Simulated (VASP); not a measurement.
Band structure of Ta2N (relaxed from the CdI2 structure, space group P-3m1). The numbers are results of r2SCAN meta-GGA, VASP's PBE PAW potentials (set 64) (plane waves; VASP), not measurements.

Unless said otherwise, spin-orbit coupling is left out, though it shifts the bands of the heavy elements here.

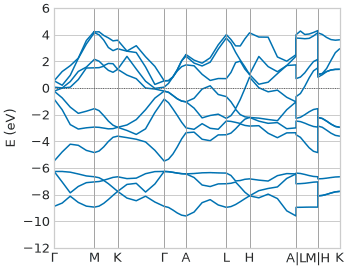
*Bands along high-symmetry lines, zero at the valence-band maximum or, without a gap, the Fermi level*

### Question
Read the plot: is there a gap, and where are the band edges?

### Answer
It has no gap at this level: it comes out as a metal or semimetal.

The structure was generated: Ta2N was put into the CdI2 type (P-3m1), which need not be its known phase. It was relaxed first, which changed the volume by +19 %. The electron count is odd and the run is not spin-polarised, which forces a metal.
